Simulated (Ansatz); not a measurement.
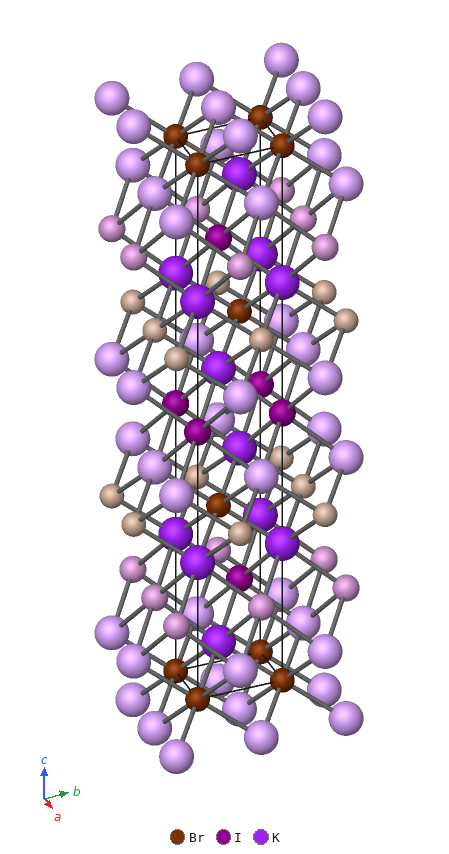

The figure gives a ball-and-stick picture of the atoms, viewed slightly off an axis. One conventional unit cell is outlined, and atoms on its boundary appear in each equivalent place. Atoms of adjacent cells appear where they bond to atoms in the box, in fainter colours.

K2IBr, space group R-3m (No. 166), a = 4.837 Å, b = 4.837 Å, c = 23.760 Å, α = 90.00°, β = 90.00°, γ = 120.00°. The cell started as a structure type filled with these elements by a generator (whether the compound takes this form wasn't checked). Earlier steps of the study may have refined or changed the cell and positions. Ansatz was used for an electronic-structure calculation on it.

This one geometry was computed with Ansatz (DFT, plane waves, PAW) at five levels of theory: r2SCAN, PBE0, HSE06, PBE and PBE with spin-orbit coupling. It was relaxed beforehand with r2SCAN.

**How does the band gap change with the level of theory?**

PBE with spin-orbit coupling: a gap of 3.52 eV, direct; PBE: a gap of 3.84 eV, direct; r2SCAN: a gap of 4.44 eV, direct; HSE06: a gap of 4.85 eV, direct; PBE0: a gap of 5.54 eV, direct.

**Collect the results in a table.**

| level | cutoff (eV) | k-mesh of the run's cell | gap (eV) | pressure (GPa) |
| --- | --- | --- | --- | --- |
| r2SCAN | 500 | 6×6×6 | 4.44 | 0.0 |
| PBE0 | 420 | 4×4×4 | 5.54 | 0.3 |
| HSE06 | 420 | 4×4×4 | 4.85 | 0.3 |
| PBE | 420 | 6×6×6 | 3.84 | 0.6 |
| PBE with spin-orbit coupling | 420 | 6×6×6 | 3.52 | 0.6 |

Gaps are taken on the k-mesh or band path of each run.
